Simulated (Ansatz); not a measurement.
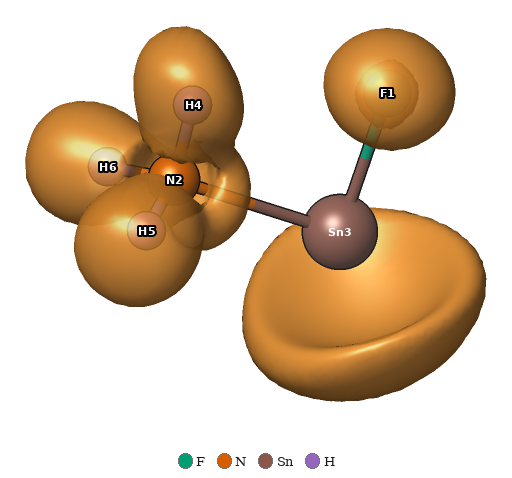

FH3NSn (SMILES [NH3+][Sn][F]) (charge +1). Isosurface of the ELF at 0.75 (orange), seen at a tilt. Core shells and regions of very low density are left out.

Geometry: r2SCAN-D4/def2-SVP; core potentials replace the inner electrons of Sn.

Level of theory: isolated molecule in a Gaussian basis; Kohn-Sham density functional theory, functional PBE0 (Ansatz).

The calculation's input:

```
crystal:
  periodic: [false, false, false]
  atoms:
    - symbol: F
      position_ang: [1.644956, -0.103657, -1.972213]
    - symbol: "N"
      position_ang: [-0.580101, 0.890620, -0.566232]
    - symbol: Sn
      position_ang: [0.039872, -1.128420, -1.631843]
    - symbol: H
      position_ang: [0.235098, 1.502345, -0.705981]
    - symbol: H
      position_ang: [-0.744918, 0.835058, 0.445934]
    - symbol: H
      position_ang: [-1.393767, 1.378284, -0.959745]
basis:
  gaussian:
    orbitals: def2-TZVPD
hamiltonian:
  xc: pbe0
total_charge: 1
output: {forces: true, orbitals: {seedname: orbitals}}
```

Run with:

```sh
ansatz run input.yaml --threads 1 --pin off --max-ram 2610MiB --events-out events.jsonl --progress --plain --runs-dir runs
```

Question: What do the ELF domains correspond to?

Answer: The ELF exceeds this value in one lobe on Sn, pointing away from the bonds (lone pairs), one region wrapped around F (its valence shell) and one joined region spread over several atoms (H, N), in which their bonds and any lone pairs are merged. Along the contacts the grid gives the following. Sn–F (1.93 Å): the ELF peaks at about 0.80 in the valence shell of F, 0.5 Å from its nucleus, and drops to about 0.15 between the two atoms. Sn–N (2.37 Å): the ELF peaks at about 0.95 in the valence shell of N, 0.7 Å from its nucleus, and drops to about 0.15 between the two atoms.
